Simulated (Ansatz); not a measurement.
C2H4BNSSi (SMILES C#CSB1N[SiH2]1)

Input

```
crystal:
  periodic: [false, false, false]
  atoms:
    - { symbol: C, position_ang: [-2.1319, 0.1176, 2.1011] }
    - { symbol: C, position_ang: [-1.2617, 0.8189, 1.6784] }
    - { symbol: S, position_ang: [0.0575, 1.7899, 1.067] }
    - { symbol: B, position_ang: [0.7546, 0.4112, -0.0473] }
    - { symbol: "N", position_ang: [0.95371, -0.31083, -1.3603] }
    - { symbol: Si, position_ang: [2.04597, -1.09189, -0.27431] }
    - { symbol: H, position_ang: [-2.9632, -0.4142, 2.4528] }
    - { symbol: H, position_ang: [0.05908, -0.92002, -1.44433] }
    - { symbol: H, position_ang: [3.40278, -0.54728, -0.27989] }
    - { symbol: H, position_ang: [1.5149, -2.22536, 0.45084] }
basis:
  gaussian: { orbitals: "6-31G" }
hamiltonian:
  xc: pbe0
relax:
  f_tol: 0.015
  max_steps: 40
output:
  orbitals: {}
```

Command:

```sh
ansatz run input.yaml --threads 1 --pin off --max-ram 2048MiB --backend cpu --events-out ev --progress --plain --runs-dir out
```

The fields are those of the relaxed geometry.

Level of theory: RKS PBE0/6-31G (Ansatz 0.2.0).

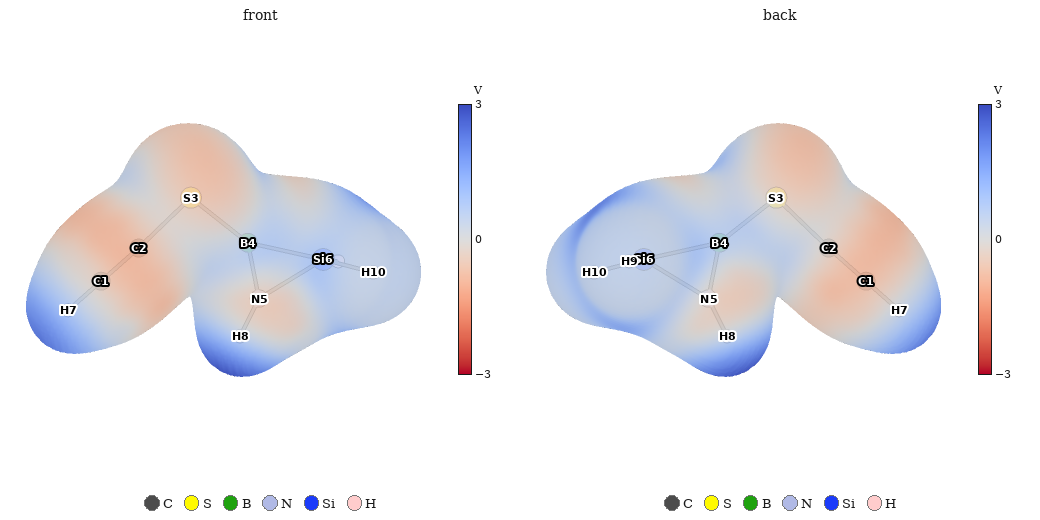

Figure 1. The molecular electrostatic potential painted on the density surface at 0.004 e/bohr³, seen from the front and from behind; the colour scale runs from red (negative) to blue (positive).

Q: Which sites attract a positive test charge, and which a negative one?

A: A positive charge is drawn to the negative regions and a negative charge to the positive ones. The most negative region (about −0.9 V) lies over C1 and C2, the most positive (about +2.7 V) over H8.

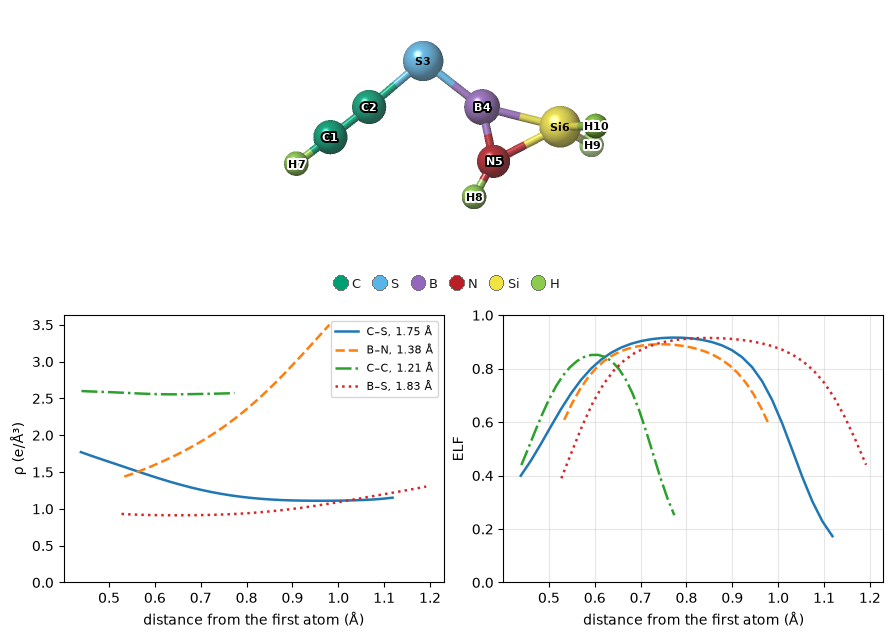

Figure 2. Electron density and ELF along straight lines between neighbouring atoms. The curves leave out the atomic cores. The structure is drawn too.

Q: What kind of bonding do the profiles show?

A: C–S (1.75 Å): the density is about 1.1 e/Å³ at the midpoint; the ELF peaks at about 0.90 between the atoms (a shared electron pair).
B–N (1.38 Å): ρ is about 1.9 e/Å³ halfway; the ELF peaks at about 0.90 between the atoms (a shared but strongly polarised pair).
C–C (1.21 Å): ρ is about 2.6 e/Å³ halfway; the ELF peaks at about 0.85 between the atoms; a multiple bond.
B–S (1.83 Å): the density is about 1 e/Å³ at the midpoint; the ELF peaks at about 0.90 between the atoms (a shared electron pair).

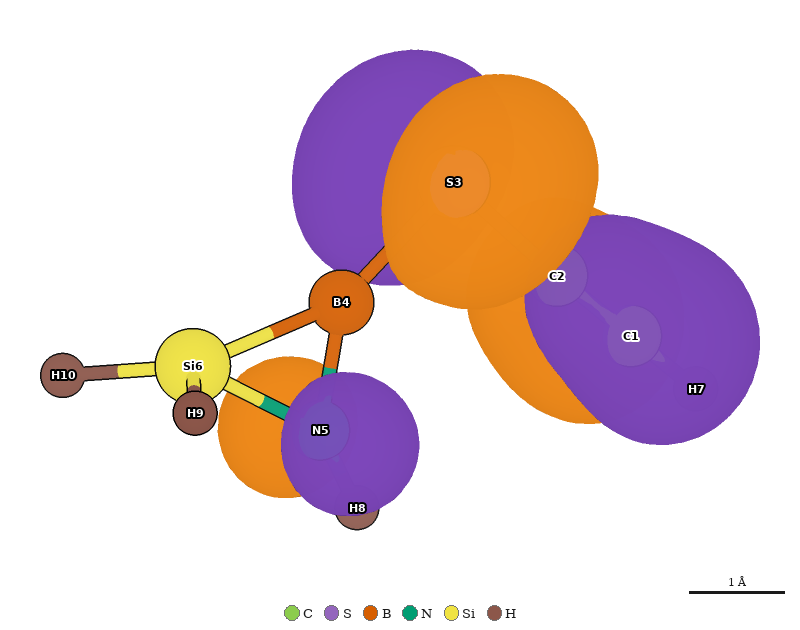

Figure 3. The HOMO at ±0.08 Å⁻³ᐟ² (orange and purple are the two phases), seen at an oblique angle.

Q: Describe this orbital and give its energy.

A: It lies mainly on S3 (about 45 %), C1 (about 25 %), C2 (about 15 %) and N5 (about 10 %). Its energy is −6.90 eV.
